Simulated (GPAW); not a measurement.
# A 8-layer slab of Cu(100): work function by functional and basis, part 2 of 2

Aim: the work function of both faces of a 8-layer slab of Cu(100), and its spread over functionals and bases.

GPAW 26.7.0; GPAW, PAW setups; slab in vacuum, relaxation (the session's first sound run).

So far, upper work function (eV): step 2 (relaxing the atoms, PBE, GPAW) 4.55; step 3 (plane waves, PBE) 4.55; step 4 (self-consistent run: xc = "RPBE") 4.37.

## Step 5: Self-consistent run: xc = "vdW-DF2"

The same geometry under vdW-DF2, to see how far the functional moves the levels against the vacuum (the van der Waals functionals take revPBE setups).

Contents of run.py:

```python
import json
import numpy as np
from ase import Atoms
from gpaw import GPAW, PW

slab = Atoms(
    ['Cu', 'Cu', 'Cu', 'Cu', 'Cu', 'Cu', 'Cu', 'Cu'],
    positions=[
        [1.27633, 1.27633, 7.00000],
        [0.00000, 0.00000, 8.80500],
        [1.27633, 1.27633, 10.61000],
        [0.00000, 0.00000, 12.41500],
        [1.27633, 1.27633, 14.26386],
        [-0.00000, -0.00000, 16.10962],
        [1.27633, 1.27633, 17.95838],
        [-0.00000, -0.00000, 19.74887]],
    cell=[[2.55266, 0.0, 0.0], [0.0, 2.55266, 0.0], [0.0, 0.0, 26.635]],
    pbc=[True, True, False])

slab.calc = GPAW(mode=PW(400), xc='vdW-DF2', kpts={'size': (12, 12, 1), 'gamma': True},
                 occupations={'name': 'fermi-dirac', 'width': 0.1}, nbands='160%',
                 convergence={'density': 1e-05}, maxiter=200,
                 poissonsolver={'dipolelayer': 'xy'},
                 symmetry={'tolerance': 1e-3}, txt='slab.txt')
result = {}
energy = slab.get_potential_energy()
fermi = slab.calc.get_fermi_level()
v = slab.calc.get_electrostatic_potential().mean((0, 1)) - fermi
n = slab.calc.get_pseudo_density().mean((0, 1))
L = slab.cell[2, 2]
z = np.arange(len(v)) * L / len(v)
low, high = slab.positions[:, 2].min(), slab.positions[:, 2].max()
below, above = np.interp([low - 4.8, high + 4.8], z, v)
slopes = [np.interp(x, z, np.gradient(v, z)) for x in (low - 4.8, high + 4.8)]
eps = np.array([[slab.calc.get_eigenvalues(k, s) for k in range(len(slab.calc.get_ibz_k_points()))]
                for s in range(slab.calc.get_number_of_spins())]) - fermi
top, bottom = eps[eps < 0].max(), eps[eps > 0].min()
dipole = slab.get_dipole_moment()[2]
print(f'energy {energy:.4f} eV, Fermi level {fermi:.4f} eV, dipole {dipole:.5f} e A')
print(f'potential 4.8 A off the faces, from the Fermi level: lower {below:.4f} eV, upper {above:.4f} eV')
print(f'slope of the potential there: lower {slopes[0]:.5f}, upper {slopes[1]:.5f} eV/A')
print(f'nearest levels on the mesh: {top:.4f} and {bottom:.4f} eV')
print('magnetic moment', round(slab.get_magnetic_moment(), 3))
result.update(energy=energy, fermi=fermi, dipole=dipole, below=below, above=above, slopes=slopes, edges=[top, bottom],
              z=z.tolist(), v=v.tolist(), n=n.tolist(), positions=slab.positions.tolist(),
              forces=slab.get_forces(apply_constraint=False).tolist(), moments=slab.get_magnetic_moments().tolist())
json.dump(result, open('result.json', 'w'))
```

On the command line:

```console
OMP_NUM_THREADS=1 OPENBLAS_NUM_THREADS=1 python run.py
```

The program printed:

```text
energy -474.3459 eV, Fermi level 2.2606 eV, dipole 0.00053 e A
potential 4.8 A off the faces, from the Fermi level: lower 4.9294 eV, upper 4.9144 eV
slope of the potential there: lower -0.00127, upper 0.00125 eV/A
nearest levels on the mesh: -0.0014 and 0.0244 eV
magnetic moment 0.0
```

Wall time 4.9 min (1 thread of Intel Xeon at 2.80GHz (Skylake/Cascade Lake), shared host); peak memory 0.38 GiB.

Numbers from this step:

- dipole along the normal: 5.29e-4 e·Å
- levels nearest the Fermi level on the mesh: -0.001355, 0.02441 eV from the Fermi level
- upper work function: 4.914 eV
- lower work function: 4.929 eV

The electrostatic potential energy of an electron (without an applied field's), less the Fermi level, planar mean oscillates, so the rows of the table below give means over windows of 1.81 Å about each position, cut where the curve ends. Its maxima inside the range that stand out by 2 % of the span (Å: eV): 7.9: -1.82, 9.7: -1.91, 11.5: -1.88, 13.3: -1.51, 15.2: -1.56, 17.0: -1.51, 18.9: -1.95. Its minima: 7.0: -15.8, 8.8: -16.1, 10.7: -16.0, 12.5: -16.0, 14.3: -16.1, 16.1: -16.1, 18.0: -16.1, 19.7: -15.8.

Electrostatic potential energy of an electron (without an applied field's), less the Fermi level, planar mean against z; means over each step:

```csv
z (Å),"electrostatic potential energy of an electron (without an applied field's), less the Fermi level, planar mean (eV)"
0.91,4.93
2.71,4.93
4.52,4.75
6.33,-4.43
8.14,-8.22
9.95,-8.27
11.76,-8.25
13.57,-7.84
15.38,-7.84
17.20,-7.85
19.00,-8.28
20.81,-0.177
22.62,4.85
24.43,4.91
26.24,4.92
```

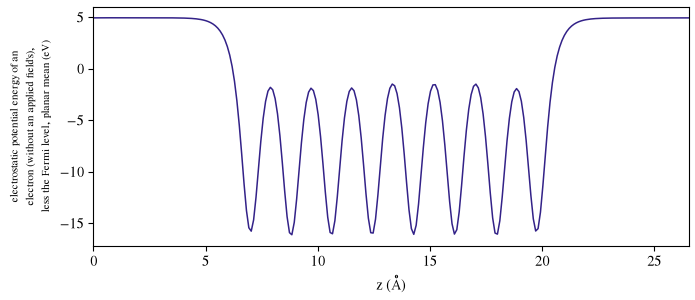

Electrostatic potential energy of an electron (without an applied field's), less the Fermi level, planar mean against z.

The upper face's work function is 4.914 eV, against 4.554 eV in the first plane-wave PBE run at this geometry.

## Step 6: OptPBE vdW: xc = "optPBE-vdW"

The same geometry under optPBE-vdW, to see how far the functional moves the levels against the vacuum (the van der Waals functionals take revPBE setups).

Edit run.py of step 5 so:

```diff
@@ -19,3 +19,3 @@
 
-slab.calc = GPAW(mode=PW(400), xc='vdW-DF2', kpts={'size': (12, 12, 1), 'gamma': True},
+slab.calc = GPAW(mode=PW(400), xc='optPBE-vdW', kpts={'size': (12, 12, 1), 'gamma': True},
                  occupations={'name': 'fermi-dirac', 'width': 0.1}, nbands='160%',
```

The program printed:

```text
energy -112.3075 eV, Fermi level 2.2886 eV, dipole 0.00050 e A
potential 4.8 A off the faces, from the Fermi level: lower 4.7243 eV, upper 4.7096 eV
slope of the potential there: lower -0.00109, upper 0.00089 eV/A
nearest levels on the mesh: -0.0267 and 0.0151 eV
magnetic moment 0.0
```

It took 4.4 min on 1 thread; peak memory 0.38 GiB.

This step gave:

```
dipole along the normal                    : 5.05e-4 e·Å
levels nearest the Fermi level on the mesh : -0.02666, 0.01506 eV from the Fermi level
upper work function                        : 4.710 eV
lower work function                        : 4.724 eV
```

The upper face's work function is 4.710 eV, against 4.554 eV in the first plane-wave PBE run at this geometry.

## Step 7: Self-consistent run: xc = "LDA"

The same geometry under LDA, to see how far the functional moves the levels against the vacuum.

Edit run.py of step 6 so:

```diff
@@ -19,3 +19,3 @@
 
-slab.calc = GPAW(mode=PW(400), xc='optPBE-vdW', kpts={'size': (12, 12, 1), 'gamma': True},
+slab.calc = GPAW(mode=PW(400), xc='LDA', kpts={'size': (12, 12, 1), 'gamma': True},
                  occupations={'name': 'fermi-dirac', 'width': 0.1}, nbands='160%',
```

The program printed:

```text
energy -34.3988 eV, Fermi level 1.9267 eV, dipole 0.00054 e A
potential 4.8 A off the faces, from the Fermi level: lower 4.9312 eV, upper 4.9154 eV
slope of the potential there: lower -0.00056, upper 0.00047 eV/A
nearest levels on the mesh: -0.0053 and 0.0209 eV
magnetic moment 0.0
```

Elapsed: 4.5 min, on 1 thread; peak memory 0.29 GiB.

This step gave:

```
dipole along the normal                    : 5.44e-4 e·Å
levels nearest the Fermi level on the mesh : -0.005348, 0.02094 eV from the Fermi level
upper work function                        : 4.915 eV
lower work function                        : 4.931 eV
```

The upper face's work function is 4.915 eV, against 4.554 eV in the first plane-wave PBE run at this geometry.

## Step 8: Self-consistent run: xc = "revPBE"

The same geometry under revPBE, to see how far the functional moves the levels against the vacuum.

Edit run.py of step 7 so:

```diff
@@ -19,3 +19,3 @@
 
-slab.calc = GPAW(mode=PW(400), xc='LDA', kpts={'size': (12, 12, 1), 'gamma': True},
+slab.calc = GPAW(mode=PW(400), xc='revPBE', kpts={'size': (12, 12, 1), 'gamma': True},
                  occupations={'name': 'fermi-dirac', 'width': 0.1}, nbands='160%',
```

The program printed:

```text
energy -24.0530 eV, Fermi level 2.4628 eV, dipole 0.00055 e A
potential 4.8 A off the faces, from the Fermi level: lower 4.4138 eV, upper 4.3975 eV
slope of the potential there: lower -0.00085, upper 0.00072 eV/A
nearest levels on the mesh: -0.0191 and 0.0007 eV
magnetic moment 0.0
```

Elapsed: 5.3 min, on 1 thread; peak memory 0.29 GiB.

Numbers from this step:

- dipole along the normal: 5.54e-4 e·Å
- levels nearest the Fermi level on the mesh: -0.01911, 7.43e-4 eV from the Fermi level
- upper work function: 4.397 eV
- lower work function: 4.414 eV

The electrostatic potential energy of an electron (without an applied field's), less the Fermi level, planar mean oscillates, so the rows of the table below give means over windows of 1.81 Å about each position, cut where the curve ends. Its maxima inside the range that stand out by 2 % of the span (Å: eV): 7.9: -1.68, 9.7: -1.77, 11.5: -1.75, 13.3: -1.37, 15.2: -1.43, 17.0: -1.37, 18.9: -1.80. Its minima: 7.0: -15.9, 8.8: -16.1, 10.7: -16.0, 12.5: -16.0, 14.3: -16.1, 16.1: -16.1, 18.0: -16.1, 19.7: -15.9.

Table of electrostatic potential energy of an electron (without an applied field's), less the Fermi level, planar mean by z; means over each step:

```csv
z (Å),"electrostatic potential energy of an electron (without an applied field's), less the Fermi level, planar mean (eV)"
0.91,4.41
2.71,4.41
4.52,4.27
6.33,-4.64
8.14,-8.15
9.95,-8.20
11.76,-8.18
13.57,-7.78
15.38,-7.78
17.20,-7.78
19.00,-8.23
20.81,-0.469
22.62,4.35
24.43,4.40
26.24,4.40
```

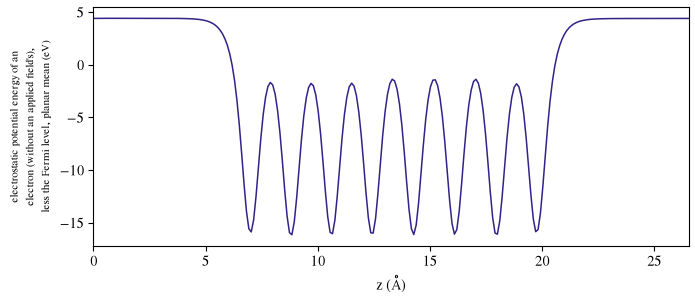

Electrostatic potential energy of an electron (without an applied field's), less the Fermi level, planar mean, plotted against z.

The upper face's work function is 4.397 eV, against 4.554 eV in the first plane-wave PBE run at this geometry.

## Step 9: Real-space grid: mode = "fd"

A real-space grid is a second complete basis, so it checks the plane-wave result.

Edit run.py of step 8 so:

```diff
@@ -3,3 +3,3 @@
 from ase import Atoms
-from gpaw import GPAW, PW
+from gpaw import GPAW
 
@@ -19,3 +19,3 @@
 
-slab.calc = GPAW(mode=PW(400), xc='revPBE', kpts={'size': (12, 12, 1), 'gamma': True},
+slab.calc = GPAW(mode='fd', h=0.18, xc='PBE', kpts={'size': (12, 12, 1), 'gamma': True},
                  occupations={'name': 'fermi-dirac', 'width': 0.1}, nbands='160%',
```

The program printed:

```text
energy -28.7629 eV, Fermi level -4.5521 eV, dipole 0.00055 e A
potential 4.8 A off the faces, from the Fermi level: lower 4.5596 eV, upper 4.5443 eV
slope of the potential there: lower -0.00047, upper 0.00041 eV/A
nearest levels on the mesh: -0.0007 and 0.0086 eV
magnetic moment 0.0
```

Wall time 47 min (1 thread); peak memory 1.9 GiB.

Numbers from this step:

```yaml
dipole_along_the_normal: 5.48e-4 e·Å
levels_nearest_the_fermi_level_on_the_mesh: -6.94e-4, 0.008595 eV from the Fermi level
upper_work_function: 4.544 eV
lower_work_function: 4.560 eV
```

The electrostatic potential energy of an electron (without an applied field's), less the Fermi level, planar mean oscillates, so the rows of the table below give means over windows of 1.8 Å about each position, cut where the curve ends. Its maxima inside the range that stand out by 2 % of the span (Å: eV): 7.9: -1.57, 9.7: -1.65, 11.5: -1.63, 13.3: -1.25, 15.2: -1.26, 17.0: -1.27, 18.9: -1.71. Its minima: 7.0: -15.8, 8.8: -16.1, 10.6: -16.1, 12.4: -16.1, 14.3: -15.9, 16.1: -16.0, 18.0: -16.0, 19.7: -15.7.

The electrostatic potential energy of an electron (without an applied field's), less the Fermi level, planar mean by z; means over each step:

```csv
z (Å),"electrostatic potential energy of an electron (without an applied field's), less the Fermi level, planar mean (eV)"
0.90,4.56
2.70,4.56
4.50,4.43
6.30,-4.20
8.10,-8.00
9.90,-8.07
11.70,-8.04
13.50,-7.60
15.30,-7.60
17.10,-7.59
18.90,-8.11
20.70,-1.53
22.50,4.47
24.30,4.54
26.10,4.54
```

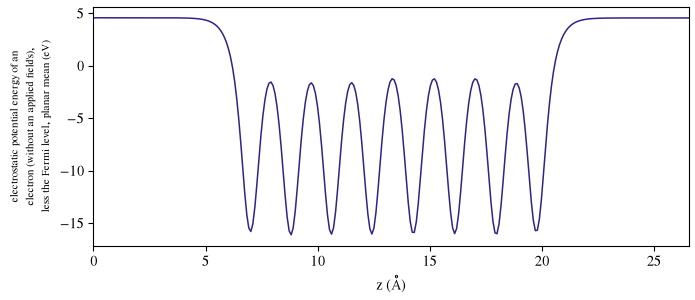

Electrostatic potential energy of an electron (without an applied field's), less the Fermi level, planar mean, plotted against z.

The upper face's work function is 4.544 eV, against 4.554 eV in the first plane-wave PBE run at this geometry.

## Step 10: Atomic orbitals: mode = "lcao"

Atom-centred orbitals end a few angstrom from the surface, which tests how much the density's tail matters.

Edit run.py of step 9 so:

```diff
@@ -19,4 +19,4 @@
 
-slab.calc = GPAW(mode='fd', h=0.18, xc='PBE', kpts={'size': (12, 12, 1), 'gamma': True},
-                 occupations={'name': 'fermi-dirac', 'width': 0.1}, nbands='160%',
+slab.calc = GPAW(mode='lcao', basis='dzp', h=0.18, xc='PBE', kpts={'size': (12, 12, 1), 'gamma': True},
+                 occupations={'name': 'fermi-dirac', 'width': 0.1}, nbands='120%',
                  convergence={'density': 1e-05}, maxiter=200,
```

The program printed:

```text
energy -26.4062 eV, Fermi level -4.2050 eV, dipole 0.00042 e A
potential 4.8 A off the faces, from the Fermi level: lower 4.2109 eV, upper 4.1991 eV
slope of the potential there: lower -0.00000, upper -0.00000 eV/A
nearest levels on the mesh: -0.0229 and 0.0056 eV
magnetic moment 0.0
```

Run time: 35 min. Hardware: 1 thread; peak memory 0.41 GiB.

This step gave:

```
dipole along the normal                    : 4.25e-4 e·Å
levels nearest the Fermi level on the mesh : -0.02288, 0.005605 eV from the Fermi level
upper work function                        : 4.199 eV
lower work function                        : 4.211 eV
```

The upper face's work function is 4.199 eV, against 4.554 eV in the first plane-wave PBE run at this geometry.

## Step 11: The ladder

Times are for 1 thread of Intel Xeon at 2.80GHz (Skylake/Cascade Lake), shared host. The runs compared:

```csv
no.,run,upper work function (eV),lower work function (eV),time,memory (GiB)
1,pw,4.554,4.569,4 min,0.29
2,RPBE,4.373,4.389,3.8 min,0.29
3,vdW DF2,4.914,4.929,4.9 min,0.38
4,optPBE vdW,4.710,4.724,4.4 min,0.38
5,LDA,4.915,4.931,4.5 min,0.29
6,revPBE,4.397,4.414,5.3 min,0.29
7,fd,4.544,4.560,47 min,1.9
8,lcao,4.199,4.211,35 min,0.41
```

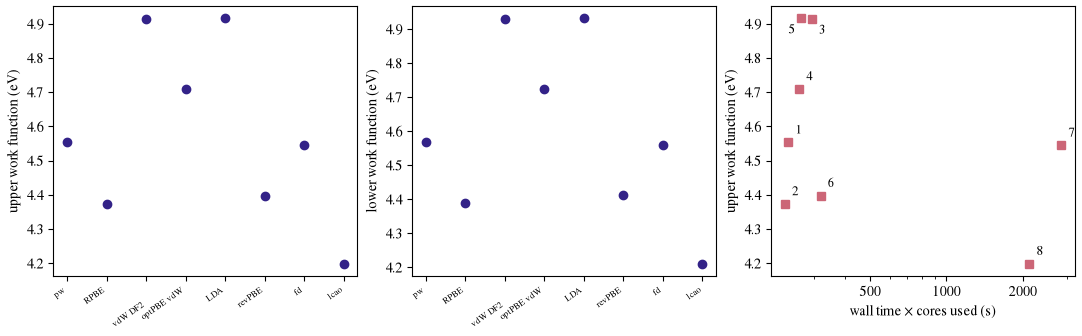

The series as plots; the last panel sets the first result against cost, with the runs numbered as in the table.

## Step 12: Side by side

Results and costs are gathered.

This step: comparison of work functions, dipole and cost (GPAW 26.7.0).

Ladder, by row:

```csv
step,code,"work function, upper (eV)","work function, lower (eV)",dipole (e Å),wall time (s),peak memory (GiB),threads
pw,GPAW,4.554,4.569,4.90e-4,238.1,0.29,1
RPBE,GPAW,4.373,4.389,5.18e-4,230.1,0.29,1
vdW-DF2,GPAW,4.914,4.929,5.29e-4,296,0.38,1
optPBE-vdW,GPAW,4.71,4.724,5.05e-4,262.9,0.38,1
LDA,GPAW,4.915,4.931,5.44e-4,267.1,0.29,1
revPBE,GPAW,4.397,4.414,5.54e-4,318.9,0.29,1
fd,GPAW,4.544,4.56,5.48e-4,2838,1.85,1
lcao,GPAW,4.199,4.211,4.25e-4,2126,0.41,1
```

## Step 13: A changed run

One more run, with changed settings.

This step: GPAW, PAW setups; slab in vacuum (GPAW 26.7.0).

Edit run.py of step 10 so:

```diff
@@ -3,3 +3,3 @@
 from ase import Atoms
-from gpaw import GPAW
+from gpaw import GPAW, PW
 
@@ -19,5 +19,5 @@
 
-slab.calc = GPAW(mode='lcao', basis='dzp', h=0.18, xc='PBE', kpts={'size': (12, 12, 1), 'gamma': True},
-                 occupations={'name': 'fermi-dirac', 'width': 0.1}, nbands='120%',
-                 convergence={'density': 1e-05}, maxiter=200,
+slab.calc = GPAW(mode=PW(400), xc='PBE', kpts={'size': (12, 12, 1), 'gamma': True},
+                 occupations={'name': 'fermi-dirac', 'width': 0.1}, nbands='160%',
+                 convergence={'density': 1e-05}, maxiter=6,
                  poissonsolver={'dipolelayer': 'xy'},
```

The program printed:

```text
gpaw.KohnShamConvergenceError
```

The job ended after 54 s (1 thread; peak memory 0.29 GiB).

No converged result was reached; the numbers in the log don't describe the system.

The fault put into the input: too few SCF iterations (maxiter = 6).

## Step 14: Results

```yaml
work_function_upper_and_lower_face: 4.554 and 4.569 eV
dipole_along_the_normal: 4.9e-4 e Å
```

**Reading.** With plane waves and PBE the work function is 4.55 eV on the upper face and 4.57 eV on the lower. The measured value for this face is 4.73 eV (as compiled in "Anisotropic work function of elemental crystals", 2019, arxiv:1902.07811); the relaxed upper face lies 0.18 eV under it with PBE, and optPBE-vdW comes nearest (4.71 eV). Measured work functions scatter by a tenth of an eV or more between methods. Over the sound runs of the table the upper face's work function spans 4.199 (lcao) to 4.915 eV (LDA). Atomic orbitals miss the plane-wave value by -0.35 eV, since they describe the tail of the density in the vacuum poorly. The small printed dipole stands for a step of -14 meV from the lower to the upper face, and the probes find -15 meV; values this small are near the numerical noise of both. The in-plane lattice was kept as typed, which isn't the functional's own and leaves some strain; spin-orbit coupling and temperature are left out.

[Logs are printed without paths, hosts, clocks, repeated set-up lines and the standing remarks that a program may print on its own settings, such as how far it seeks lower states.]

[Hosts, paths, dates, database ids (printed as entryN), source tags and the programs' standing remarks are cut or masked in the printed files.]
